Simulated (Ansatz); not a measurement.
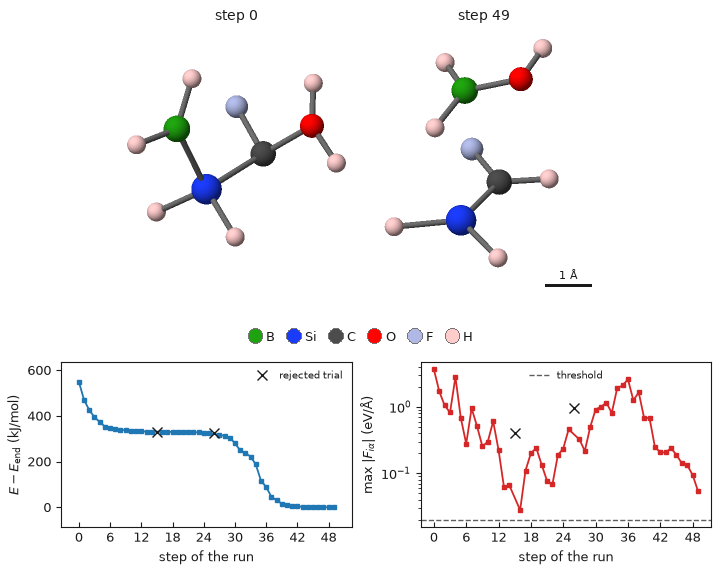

First and last geometry of a relaxation of CH6BFOSi, with the history of the run. Style: ball-and-stick. Shown at a tilt.

The run prepares an end point of a later path (hydrogen shift) calculation, from a guessed geometry.

Computed with Ansatz, RKS BLYP/def2-SVP. (no spin polarisation; force threshold 0.02 eV/Å; at most 50 steps)

### Did the run converge, and what did it change?

The relaxation stopped without meeting its thresholds, so the last structure isn't shown to be converged. It used up its limit of 50 steps. The largest move after the best rigid fit is that of an H atom, 2.84 Å. By element the largest moves are H 2.84 Å, O 2.56 Å, F 1.26 Å, B 1.24 Å, C 0.87 Å, Si 0.81 Å. Among the contacts that change: H–O 1.043 → 4.189 Å, C–O 1.438 → 4.164 Å, B–O 3.408 → 1.364 Å, B–Si 1.939 → 3.322 Å. New bonds form, among them: B–O (3.41 → 1.36 Å), C–H (1.95 → 1.11 Å). Bonds break, among them: B–Si (1.94 → 3.32 Å), C–O (1.44 → 4.16 Å), H–O (1.04 → 4.19 Å). Bond angles that change, for instance: Si–C–F 110.0° → 124.5°, C–Si–H 109.7° → 122.0°, C–Si–H 108.4° → 117.2°. Over 47 accepted moves (49 points after the start) the energy falls by 549.0 kJ/mol. Largest force component: 3.7 eV/Å at the start, 0.054 eV/Å at the end. The line search rejected the trial steps at points 15, 26 of the run.
